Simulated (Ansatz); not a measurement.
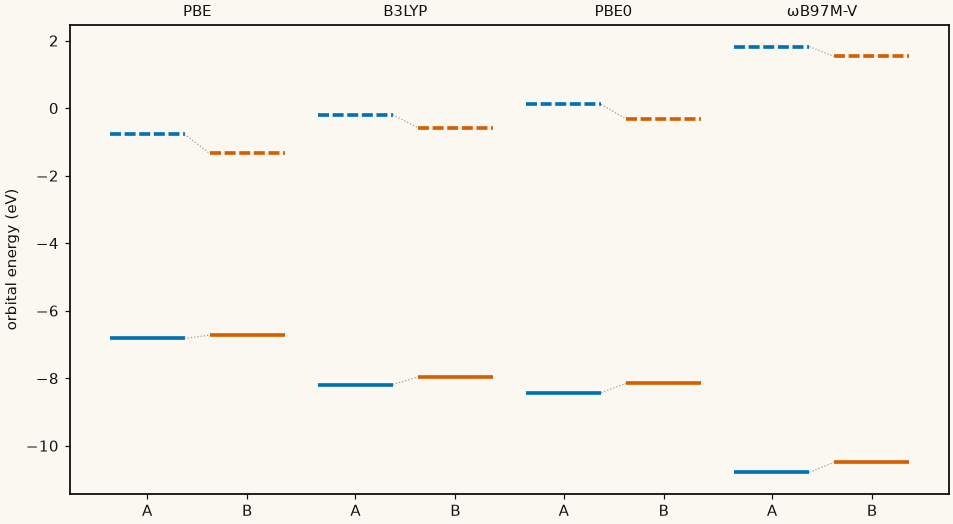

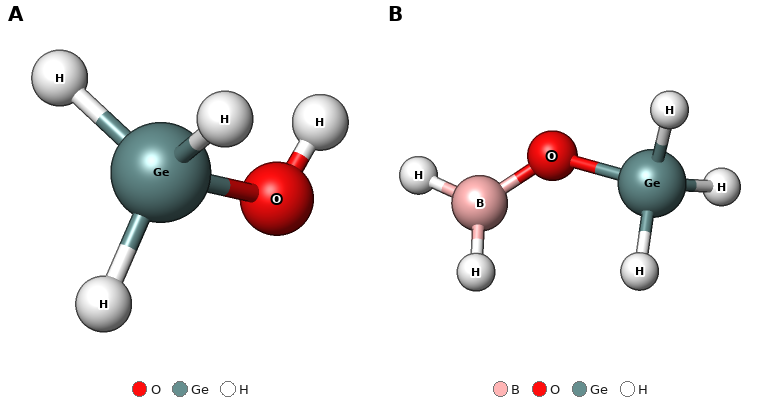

One change: A, GeH₄O (SMILES [OH][GeH3]), becomes B, BGeH₅O (SMILES B[O][GeH3]). H on O is replaced by BH₂. HOMO (solid) and LUMO (dashed) computed in def2-TZVPP at PBE0-D4/def2-TZVP geometries, both minima by their frequencies, gas phase, the Ansatz code 0.2.0. Empty levels above zero depend strongly on the basis.

Q: What does the change do to HOMO and LUMO?

A: PBE: the HOMO rises by 0.10 eV, the LUMO falls by 0.57 eV, and the separation goes from 6.05 to 5.39 eV. B3LYP: the HOMO rises by 0.22 eV, the LUMO falls by 0.38 eV, and the separation goes from 7.99 to 7.39 eV. PBE0: the HOMO rises by 0.27 eV, the LUMO falls by 0.43 eV, and the separation goes from 8.54 to 7.83 eV. ωB97M-V: the HOMO rises by 0.30 eV, the LUMO falls by 0.29 eV, and the separation goes from 12.61 to 12.02 eV.

Q: Do the functionals agree on the effect?

A: They agree on the direction for both levels; the HOMO shift lies between 0.10 and 0.30 eV and the LUMO shift between −0.57 and −0.29 eV, while the separations themselves differ by up to 6.6 eV between functionals.
